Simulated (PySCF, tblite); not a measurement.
# C6H6O3Si: geometry, infrared bands, NMR shifts and electronic excitations, part 2 of 2

tblite 0.8.0 and PySCF 2.14.0. Atoms count from 0.

### 6 TDDFT and polarisability: CAM-B3LYP/def2-SVPD

What the job is given:

```
{"job": {"kind": "uv", "xc": "CAM-B3LYP", "basis": "def2-SVPD", "ip": true}, "charge": 0, "multiplicity": 1}
O     -3.654692    -0.048004     0.784850
C     -2.480552     0.089783     0.541906
C     -1.832343     1.413294     0.471295
C     -0.522743     1.520260     0.187277
C      0.318855     0.344745    -0.061466
O      1.590618     0.648814    -0.330941
Si     2.854444    -0.446988    -0.636543
C     -0.181060    -0.918345    -0.012326
C     -1.587974    -1.153829     0.286205
O     -2.084539    -2.256400     0.340913
H     -2.463647     2.284979     0.657442
H     -0.020217     2.488702     0.128391
H      3.031365    -1.331591     0.548852
H      4.039843     0.415352    -0.860707
H      2.526095    -1.254838    -1.844210
H      0.434220    -1.802963    -0.194255
```

Method: TDDFT CAM-B3LYP/def2-SVPD, vertical, gas phase, core orbitals frozen in the response.

What it wrote:

```text
coarse grid: 15120 points
cycle   1  E = -746.3157096241  dE =  2.024e+00  |g| = 1.267e+00  |ddm| = 8.191e+00
cycle   2  E = -745.5410496470  dE =  7.747e-01  |g| = 2.428e+00  |ddm| = 5.934e+00
cycle   3  E = -746.6535329743  dE = -1.112e+00  |g| = 1.697e-01  |ddm| = 4.496e+00
cycle   4  E = -746.6571681816  dE = -3.635e-03  |g| = 1.229e-01  |ddm| = 4.362e-01
cycle   5  E = -746.6598643260  dE = -2.696e-03  |g| = 2.618e-02  |ddm| = 1.964e-01
cycle   6  E = -746.6600241695  dE = -1.598e-04  |g| = 1.098e-02  |ddm| = 7.858e-02
cycle   7  E = -746.6600536701  dE = -2.950e-05  |g| = 3.897e-03  |ddm| = 3.232e-02
cycle   8  E = -746.6600589073  dE = -5.237e-06  |g| = 1.811e-03  |ddm| = 1.295e-02
final grid: 145032 points
cycle   9  E = -746.7994690236  dE = -2.931e-05  |g| = 4.271e-03  |ddm| = 1.408e-01
cycle  10  E = -746.7994638952  dE =  5.128e-06  |g| = 6.862e-03  |ddm| = 1.885e-02
cycle  11  E = -746.7994730702  dE = -9.175e-06  |g| = 5.956e-04  |ddm| = 1.025e-02
cycle  12  E = -746.7994731468  dE = -7.655e-08  |g| = 2.342e-04  |ddm| = 1.351e-03
cycle  13  E = -746.7994731613  dE = -1.450e-08  |g| = 1.098e-04  |ddm| = 6.818e-04
cycle  14  E = -746.7994731649  dE = -3.593e-09  |g| = 3.431e-05  |ddm| = 2.400e-04
cycle  15  E = -746.7994731656  dE = -7.644e-10  |g| = 2.345e-05  |ddm| = 1.366e-04
converged SCF energy = -746.7994731656

Static polarisability (au): isotropic 106.075, principal 66.650 107.188 144.386

Singlet excitations
state   eV       nm        f      main configurations
  1   2.2632    547.8   0.00002   H-1->L 0.94
  2   3.2972    376.0   0.03563   H->L 0.98
  3   3.6054    343.9   0.00000   H-2->L 0.89
  4   5.5088    225.1   0.23727   H-3->L 0.90
  5   5.8179    213.1   0.00030   H-1->L+2 0.77
  6   6.0072    206.4   0.00010   H-4->L 0.56, H-7->L 0.24, H-1->L+2 0.11
  7   6.3401    195.6   0.00000   H-1->L+4 0.79
  8   6.5452    189.4   0.00085   H->L+1 0.87
  9   6.6169    187.4   0.19236   H->L+2 0.91
 10   6.8723    180.4   0.31824   H->L+4 0.67, H-5->L 0.14

Triplet excitations (Tamm-Dancoff, eV): 1.8084 2.0520 3.0938 3.7092
Vertical ionisation energy (delta-SCF) = 9.3651 eV
Vertical electron affinity (delta-SCF) = 1.8120 eV
```

Wall time 14 min (1 thread of Arm Neoverse N1, shared host); peak memory 1.3 GiB.

Frontier orbitals and where they lie:

| orbital | eV | atoms |
| --- | --- | --- |
| HOMO−3 | -10.66 | C3 23 %, O5 19 %, C2 18 % |
| HOMO−2 | -10.24 | O0 41 %, O9 36 %, C1 6 % |
| HOMO−1 | -8.80 | O9 34 %, O0 25 %, C8 12 % |
| HOMO | -8.76 | C7 29 %, C4 15 %, C2 12 % |
| LUMO | -2.49 | O0 17 %, C1 14 %, C3 13 % |
| LUMO+1 | 0.44 | Si6 39 %, O5 12 %, H12 12 % |
| LUMO+2 | 0.76 | C2 20 %, C8 16 %, C7 12 % |

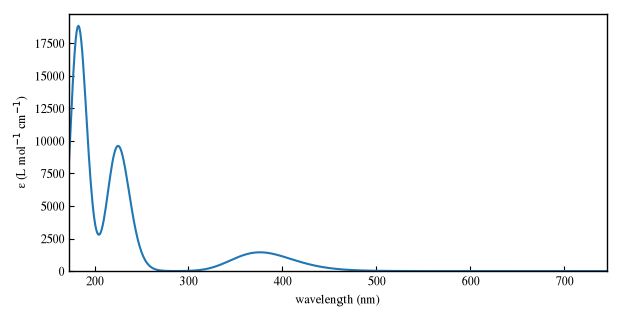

Absorption spectrum: each of the 10 states is a Gaussian band of 0.4 eV half-width at 1/e. Beyond the last state computed it falls off for lack of states.

Ground-state properties from the same run:

| property | computed |
| --- | --- |
| dipole moment (D) | 6.58 |
| polarisability (Å³) | 15.72 |
| HOMO–LUMO gap (eV) | 6.27 |
| −ε(HOMO) (eV) | 8.76 |

### 7 Nuclear shieldings: CAM-B3LYP/pcSseg-1

Settings changed since step 6:

```diff
@@ -1,2 +1,2 @@
-{"job": {"kind": "uv", "xc": "CAM-B3LYP", "basis": "def2-SVPD", "ip": true}, "charge": 0, "multiplicity": 1}
+{"job": {"kind": "nmr", "xc": "CAM-B3LYP", "basis": "pcSseg-1", "pop": false}, "charge": 0, "multiplicity": 1}
 O     -3.654692    -0.048004     0.784850
```

Method: GIAO CAM-B3LYP/pcSseg-1 NMR shielding, non-relativistic, gas phase.

What it wrote:

```text
coarse grid: 15120 points
cycle   1  E = -746.6860688504  dE =  2.097e+00  |g| = 1.328e+00  |ddm| = 4.046e+00
cycle   2  E = -745.8930060012  dE =  7.931e-01  |g| = 2.504e+00  |ddm| = 3.902e+00
cycle   3  E = -747.0356331844  dE = -1.143e+00  |g| = 1.835e-01  |ddm| = 2.836e+00
cycle   4  E = -747.0398351333  dE = -4.202e-03  |g| = 1.285e-01  |ddm| = 1.963e-01
cycle   5  E = -747.0425767835  dE = -2.742e-03  |g| = 2.824e-02  |ddm| = 1.169e-01
cycle   6  E = -747.0427498554  dE = -1.731e-04  |g| = 1.109e-02  |ddm| = 3.417e-02
cycle   7  E = -747.0427781598  dE = -2.830e-05  |g| = 4.176e-03  |ddm| = 1.833e-02
cycle   8  E = -747.0427836898  dE = -5.530e-06  |g| = 1.770e-03  |ddm| = 7.870e-03
final grid: 145032 points
cycle   9  E = -747.1517115709  dE = -2.398e-05  |g| = 4.848e-03  |ddm| = 2.109e-02
cycle  10  E = -747.1517054009  dE =  6.170e-06  |g| = 7.699e-03  |ddm| = 1.021e-02
cycle  11  E = -747.1517163392  dE = -1.094e-05  |g| = 7.355e-04  |ddm| = 6.747e-03
cycle  12  E = -747.1517164402  dE = -1.010e-07  |g| = 2.314e-04  |ddm| = 6.270e-04
cycle  13  E = -747.1517164528  dE = -1.260e-08  |g| = 1.135e-04  |ddm| = 2.968e-04
cycle  14  E = -747.1517164564  dE = -3.545e-09  |g| = 3.571e-05  |ddm| = 1.380e-04
cycle  15  E = -747.1517164570  dE = -6.225e-10  |g| = 2.117e-05  |ddm| = 6.829e-05
converged SCF energy = -747.1517164570

GIAO shielding tensors (ppm)
atom      isotropic    diamagn.    paramagn.     s11        s22        s33       span
  0 O     -415.935     393.905    -809.839  -1194.838   -441.713    388.747   1583.585
  1 C       -2.552     251.448    -254.000   -102.422     -2.930     97.698    200.121
  2 C       41.661     256.421    -214.760    -63.966     52.345    136.603    200.569
  3 C       33.928     253.299    -219.371    -86.976     51.969    136.791    223.766
  4 C        6.492     253.241    -246.749   -108.492     22.506    105.462    213.954
  5 O      211.466     399.466    -188.000    134.545    193.873    305.981    171.436
  6 Si     375.004     878.018    -503.014    335.856    342.371    446.787    110.931
  7 C       69.064     262.120    -193.056      2.663     73.112    131.417    128.754
  8 C       -0.172     247.411    -247.584   -106.350      8.077     97.756    204.106
  9 O     -365.125     397.142    -762.267  -1085.280   -396.730    386.637   1471.917
 10 H       25.141      28.923      -3.782     23.253     23.757     28.414      5.161
 11 H       24.599      30.408      -5.809     21.954     23.208     28.636      6.682
 12 H       26.433      28.751      -2.318     23.689     24.848     30.763      7.074
 13 H       26.500      27.605      -1.105     23.227     25.107     31.165      7.938
 14 H       26.421      28.735      -2.315     23.652     24.853     30.756      7.104
 15 H       25.890      34.166      -8.276     23.258     24.229     30.182      6.924
```

It took 92 s on 1 thread of Arm Neoverse N1, shared host; peak memory 1.1 GiB.

This run: δ C1 185.0, C8 182.6, C4 176.0, C3 148.5, H11 6.73, H10 6.19 ppm.

### 8 Run by run: NMR shifts

Shifts (ppm) of some atoms, chosen among heavy atoms and hydrogens apart, means over like atoms, with basis size and wall time:

| run | C1 | C8 | C4 | C3 | C2 | H11 | H12 | functions | time |
| --- | --- | --- | --- | --- | --- | --- | --- | --- | --- |
| PBE0/pcSseg-1 | 180.9 | 177.9 | 171.5 | 145.2 | 136.6 | 6.78 | 4.99 | 207 | 80 s |
| CAM-B3LYP/pcSseg-1 | 185.0 | 182.6 | 176.0 | 148.5 | 140.8 | 6.73 | 4.88 | 207 | 92 s |

### 9 What came out

The summary covers parts 1 to 2.

| quantity | value |
| --- | --- |
| strongest single infrared mode (GFN2-xTB) | 808 cm⁻¹, 444 km/mol |
| zero-point energy (GFN2-xTB) | 63.0 kcal/mol |
| point group | Cs |
| rotational constants (main isotopes) | 2.65, 0.67, 0.54 GHz |
| 13C shifts against TMS (PBE0/pcSseg-1) | 180.9, 177.9, 171.5, 145.2, 136.6, 111.5 ppm |
| 1H shifts against TMS (PBE0/pcSseg-1, means over atoms taken as alike) | 6.78, 6.15, 5.47, 4.99 ppm |
| 17O shifts against H2O (PBE0/pcSseg-1) | 753.9, 705.7, 130.2 ppm |
| 29Si shifts against TMS (PBE0/pcSseg-1) | -28.8 ppm |
| lowest singlet (CAM-B3LYP/def2-SVPD) | 2.26 eV (548 nm), f = 0.000 |
| brightest single state of those computed | state 10, 6.87 eV, f = 0.318 |
| lowest triplet | 1.81 eV |
| vertical ionisation energy (ΔSCF) | 9.37 eV |
| vertical electron affinity (ΔSCF) | 1.81 eV |
| range of the shift of C8 | 177.9 to 182.6 ppm |

**Reading.** Relaxing lowered the energy by 0.206 eV in 37 steps; the close pair that moved most is C4–O5, from 1.377 to 1.328 Å (GFN2-xTB). All 42 modes are real, so the xTB geometry is a minimum. The strongest single mode, at 808 cm⁻¹, has its largest shares on H14, H12 and H13 (the list is cut at 3 atoms). GFN2-xTB is a fitted tight-binding method: band positions and strengths are rough. Its intensities can rank the bands wrongly. The optimisation took 9 steps and gained 0.303 eV; among the close pairs (by a distance rule), Si6–H12 changed most, from 1.443 to 1.490 Å (PBE0/def2-SVP). No frequency check was run at this level, so the end point may be a saddle. H11 (hydrogen on a β carbon of a C=C–C=O unit) lies farthest downfield among hydrogen, at 6.78 ppm; olefinic region. At PBE0/pcSseg-1: Shielding is most anisotropic at O0 (span 1606 ppm, paramagnetic term -813 ppm). The first singlet state (HOMO−1→LUMO 0.94) lies at 2.26 eV and is dark; of the 10 states computed, the strongest absorption comes from state 10 at 6.87 eV (the last computed, so partners may be missing). The lowest triplet lies 0.45 eV below the lowest singlet (triplets in Tamm-Dancoff, singlets in full TDDFT). ΔSCF puts the ionisation energy at 9.37 eV, 0.61 eV above −ε(HOMO). Across the 2 runs the shift of C8 moves most, between 177.9 (PBE0/pcSseg-1) and 182.6 ppm (CAM-B3LYP/pcSseg-1).
